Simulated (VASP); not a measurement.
Band structure of ZrNb (space group Cmmm). Computed with PBEsol GGA, VASP's PBE PAW potentials (set 64) (plane waves; VASP 6.6.1).

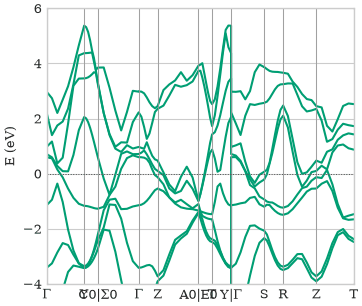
Figure. Bands along high-symmetry lines, zero at the valence-band maximum or, without a gap, the Fermi level

Task: Read the plot: is there a gap, and where are the band edges?

Result: It has no gap at this level: it comes out as a metal or semimetal. (Edges off the drawn lines would not show.)

The structure comes from a computed database's ZrNb entry (Cmmm); how it stands against other phases isn't given here. It was relaxed first, which changed the volume by -5 %. The electron count is odd and the run is not spin-polarised, which forces a metal.
